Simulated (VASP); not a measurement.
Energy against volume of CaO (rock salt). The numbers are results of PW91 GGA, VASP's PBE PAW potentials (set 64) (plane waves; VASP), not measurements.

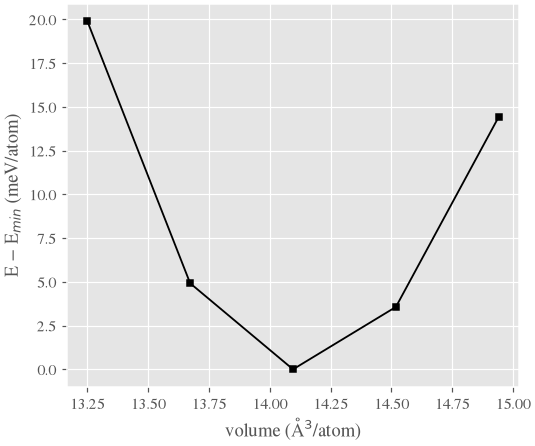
Energy against volume

Question: Estimate the equilibrium volume and the bulk modulus.

Answer: The minimum lies near 14.1 Å³/atom, and the curvature gives B0 of about 110 GPa.

Measured: a 4.781 Å at 0 K (computed value off by +1.1 %), as given by Wei Chen et al., Physical Review Materials (2018), doi:10.1103/physrevmaterials.2.073803 [zero-point anharmonic expansion removed].

The compound is CaO in the rock salt structure. It was relaxed first.
